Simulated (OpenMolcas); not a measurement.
# BPH3F3 (SMILES [BH3-][P+](F)(F)F) at RPBE/ANO-L-VTZP (RICD fitting)

What is the vertical ionisation energy of BPH3F3 at RPBE/ANO-L-VTZP (RICD fitting)? 

The calculation is run with OpenMolcas 26.06.

**1. The system as given**

The species is BPH3F3 (8 atoms), meant as a singlet with charge 0. SMILES: `[BH3-][P+](F)(F)F`. Geometry: relaxed at GFN2-xTB.

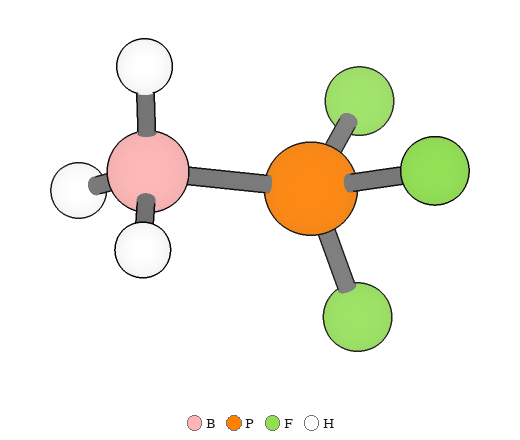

Viewed from a chosen angle; boron pink, phosphorus orange, fluorine green, hydrogen white.

**2. A single-point energy at RPBE/ANO-L-VTZP (RICD fitting)**

Input file coord.xyz:

```xyz
8

B     -0.083970     1.003810     0.527130
P      0.054140    -0.646920    -0.340200
F      0.307070    -1.992980     0.458020
F     -1.130450    -1.236380    -1.213750
F      1.170780    -0.931760    -1.428850
H     -1.002970     0.881620     1.259750
H     -0.266410     1.783920    -0.341500
H      0.951810     1.138690     1.079400
```

Input file job.input:

```
>>> EXPORT MOLCAS_PRINT=2

&GATEWAY
 Coord=coord.xyz
 Basis=ANO-L-VTZP
 Group=NoSym
 RICD

&SEWARD
 GridInput
 Grid=Coarse
 End of Grid

&SCF
 KSDFT=2
 1.0 GGA_X_RPBE
 1.0 GGA_C_PBE
 PrOrbitals=1 1
```

Started as:

```bash
$ export MOLCAS_MEM=1860
$ pymolcas job.input > job.log
```

Standard output, shortened:

```text
--- Start Module: gateway ---
[...]
--- Stop Module: gateway /rc=_RC_ALL_IS_WELL_ ---
[...]
--- Start Module: seward ---
[...]
      Basis functions          196
--- Stop Module: seward /rc=_RC_ALL_IS_WELL_ ---
[...]
--- Start Module: scf ---
[...]
       Convergence after  15 Iterations
[...]
::    Total KS-DFT energy                            -667.7287031763
[...]
      Total spin, S                                     0.0000000000
[...]
      Total electronic charge=   50.000000
      Total            charge=   -0.000000
[...]
      Dipole Moment (debye):
      Origin of the operator (angstrom)=    0.0689   -0.8255   -0.4336
                   X=  3.9308E-02               Y= -4.9192E-01               Z= -2.5720E-01           Total=  5.5649E-01
      Quadrupole Moment (debye*angstrom):
[...]
--- Stop Module: scf /rc=_RC_ALL_IS_WELL_ ---
[...]
```

Run time: 28 s. Hardware: 1 thread of Arm Neoverse V1, shared host; peak memory 0.47 GiB.

**3. The doublet cation**

coord.xyz is that of step 2.

Input file job.inp:

```
* BF3H3P Kohn-Sham DFT

&gateway
  coord=coord.xyz
  basis=ANO-L-VTZP
  group=NoSym
  ricd

&seward
  gridinput
  Grid=Coarse
  End of Grid

&scf
  uhf
  charge=1
  spin=2
  ksdft=2
  1.0 GGA_X_RPBE
  1.0 GGA_C_PBE
  prorbitals=1 1
```

Started as:

```bash
$ export MOLCAS_MEM=1860
$ pymolcas job.inp > job.log
```

Standard output, shortened:

```text
--- Start Module: gateway ---
[...]
--- Stop Module: gateway /rc=_RC_ALL_IS_WELL_ ---
[...]
--- Start Module: seward ---
[...]
      Basis functions          196
--- Stop Module: seward /rc=_RC_ALL_IS_WELL_ ---
[...]
--- Start Module: scf ---
[...]
       Convergence after  50 Iterations
[...]
::    Total KS-DFT energy                            -667.2797684733
[...]
      Total spin, S                                     0.5020595526
[...]
      Total electronic charge=   49.000000
      Total            charge=    1.000000
[...]
      Dipole Moment (debye):
      Origin of the operator (angstrom)=    0.0689   -0.8255   -0.4336
                   X= -4.6665E-01               Y=  5.4243E+00               Z=  2.6082E+00           Total=  6.0369E+00
      Center of Charge (angstrom)
[...]
--- Stop Module: scf /rc=_RC_ALL_IS_WELL_ ---
[...]
```

Run time: 65 s. Hardware: 1 thread of Arm Neoverse V1, shared host; peak memory 0.48 GiB.

**4. Summary of results**

Level: RPBE/ANO-L-VTZP (RICD fitting).

| quantity | value |
| --- | --- |
| singlet BPH3F3: total energy | -667.72870 Eh |
| singlet BPH3F3: dipole moment | 0.56 D |
| singlet BPH3F3: HOMO energy | -8.64 eV |
| singlet BPH3F3: LUMO energy | -1.74 eV |
| singlet BPH3F3: HOMO–LUMO gap | 6.90 eV |
| doublet cation: total energy | -667.27977 Eh |
| doublet cation: HOMO energy (highest over α and β) | -15.84 eV |
| doublet cation: LUMO energy (lowest over α and β) | -15.65 eV |
| doublet cation: ⟨S²⟩ | 0.754 |
| vertical ionisation energy (to the doublet cation) | 12.216 eV |

What this shows: The vertical ionisation energy comes to 12.22 eV (282 kcal/mol). The negative HOMO energy of the first species, 8.64 eV, lies 3.58 eV below that difference. Mulliken charges (singlet BPH3F3) run from -1.92 on B1 to +1.16 on P2; they depend strongly on the basis. Mulliken charges (doublet cation) run from -1.47 on B1 to +1.21 on P2; they depend strongly on the basis.
